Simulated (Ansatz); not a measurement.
System: Cl···GeH$_{4}$ (SMILES [Cl-].[GeH4]) (charge −1).

The calculation's input:

```
crystal:
  periodic: [false, false, false]
  atoms:
    - {symbol: Cl, position_ang: [-0.852286, 0.129768, -2.500180]}
    - {symbol: Ge, position_ang: [1.127917, -0.171987, 3.308372]}
    - {symbol: H, position_ang: [2.110599, 0.792858, 2.642189]}
    - {symbol: H, position_ang: [-0.299432, 0.361983, 3.442384]}
    - {symbol: H, position_ang: [1.638590, -0.247440, 4.807514]}
    - {symbol: H, position_ang: [1.224690, -1.619104, 2.821144]}
basis:
  gaussian: {orbitals: "def2-TZVPPD.json"}
total_charge: -1
hamiltonian: {xc: pbe0, dispersion: d4}
output: {orbitals: {seedname: orbitals}}
```

Run with:

```sh
ansatz run in.yaml --threads 2 --pin off --events-out ev --progress --plain --max-ram 5222MiB
```

Geometry: rigid move from PBE0-D4/def2-TZVPD.

Computed with RKS PBE0-D4/def2-TZVPPD (Ansatz).

### What can the converged electron density and electron localisation function tell about the bonding?

Ge–H (1.53 Å): the density is about 1.1 e/Å³ at the midpoint; the ELF climbs to about 1 towards the hydrogen.

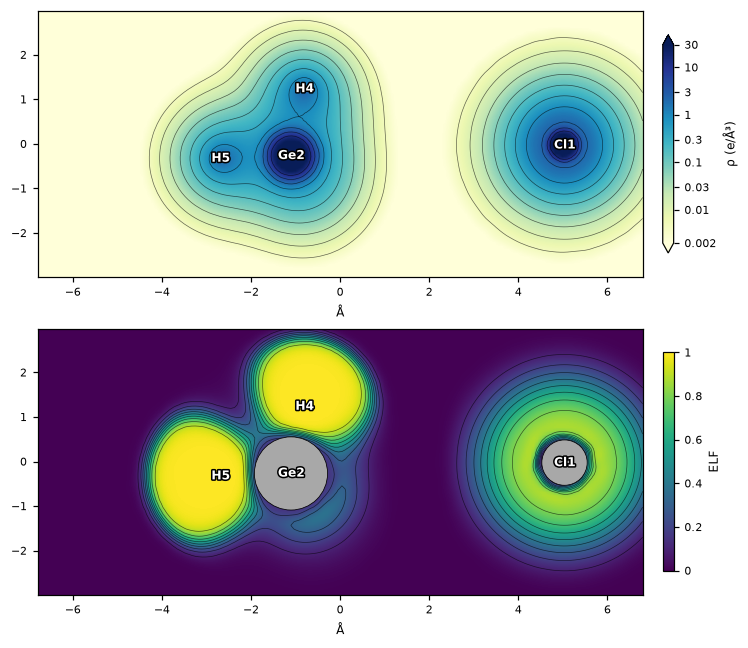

Computed electron density and electron localisation function on the plane of atoms H4, Ge2 and H5, in this order. Grey discs cover the atomic cores in the ELF map. 
